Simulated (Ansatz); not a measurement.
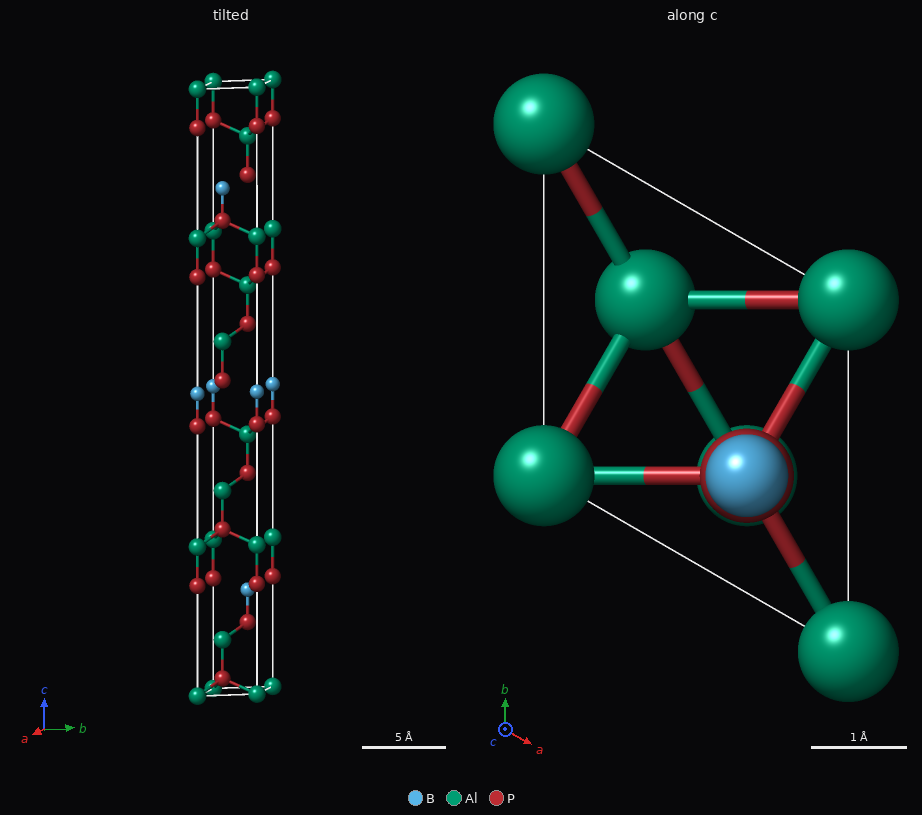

The figure gives a ball-and-stick picture of the atoms, viewed slightly off an axis and along the c axis. The wireframe shows the conventional unit cell.

Al₃BP₄, space group R3m (No. 160), a = 3.717 Å, b = 3.717 Å, c = 36.913 Å, α = 90.00°, β = 90.00°, γ = 120.00°. Provenance: a structure type filled with these elements by a generator (whether the compound takes this form wasn't checked). Earlier steps of the study, as a rule a relaxation of our own, may have changed the cell and positions, so they can lie some per cent off the listed ones. A calculation with Ansatz used it as input.

This one geometry was computed with Ansatz (DFT, plane waves, PAW) at four levels of theory: PBE, r2SCAN, HSE06 and PBE0. It was relaxed beforehand with r2SCAN.

### Which level gives the highest pressure at this volume, and what does that say about its equilibrium volume?

Highest: PBE (1.3 GPa), which points to the largest equilibrium volume. Lowest, with the smallest volume: r2SCAN (0.0 GPa), HSE06 (-0.2 GPa) and PBE0 (-0.4 GPa). Levels within 0.5 GPa of each other can't be told apart.

### How does the band gap change with the level of theory?

PBE: a gap of 1.18 eV, direct; r2SCAN: a gap of 1.43 eV, direct; HSE06: a gap of 1.89 eV, indirect; PBE0: a gap of 2.59 eV, indirect.

### Collect the results in a table.

| level | cutoff (eV) | k-mesh of the run's cell | gap (eV) | pressure (GPa) |
| --- | --- | --- | --- | --- |
| PBE | 420 | 8×8×8 | 1.18 | 1.3 |
| r2SCAN | 500 | 8×8×8 | 1.43 | 0.0 |
| HSE06 | 420 | 4×4×4 | 1.89 | -0.2 |
| PBE0 | 420 | 4×4×4 | 2.59 | -0.4 |

Gaps are taken on the k-mesh or band path of each run.
